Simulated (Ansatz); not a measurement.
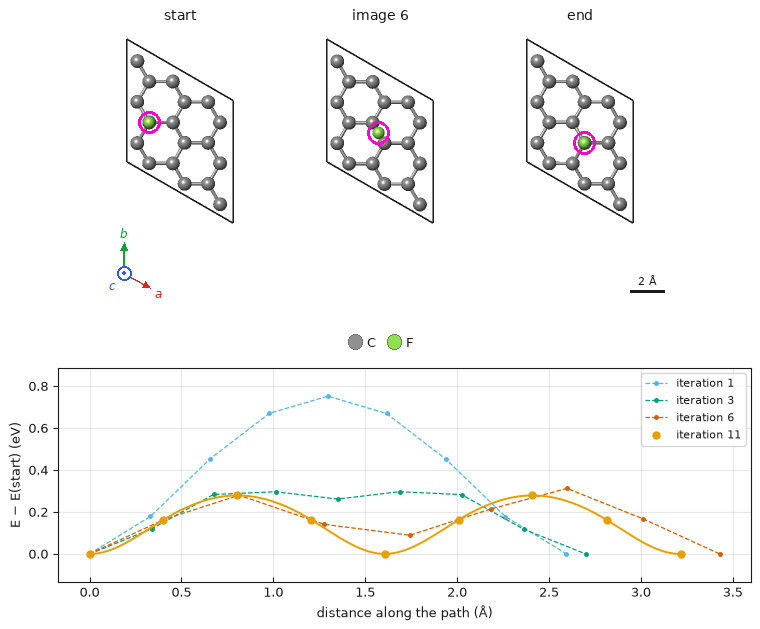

A nudged-elastic-band calculation for F on graphene monolayer (19 atoms in the cell). Images are numbered from 0 (start) to 8 (end). The plot follows the band through its iterations. A ball-and-stick model of the simulation cell, with the vacuum cut short (origin moved), seen along the c axis. The moving atom is ringed, with any periodic copies. Bonds to atoms that aren't drawn are left out.

Method: Ansatz, DFT PBE, scalar-relativistic, plane waves, PAW. Set-up: plane-wave cutoff 420 eV; k-point mesh 2 × 2 × 1; Gaussian smearing 0.05 eV; spin collinear; 7 movable images; climbing image; force threshold 0.03 eV/Å; iteration limit 38; spring constant 10.0 eV/Å²; starting path by image-dependent pair potential.

Q: Judge this run.

A: The run is converged, with reservations. The band converged in 11 iterations. The climbing image converged on the top of the path. A check of its curvatures didn't confirm a first-order saddle. The first iteration put the highest image at 0.752 eV. The barrier is about 0.279 eV in both directions, with image 6 at the top; the ends have the same energy. The profile has 2 maxima (images 2, 6) with a dip at image 4 (0.000 eV), so the process runs in steps.

Limits of the set-up: the k-point mesh is coarse for a cell with partly filled bands; the periodic images lie only 7.4 Å apart, so the values are limited by the cell's size.
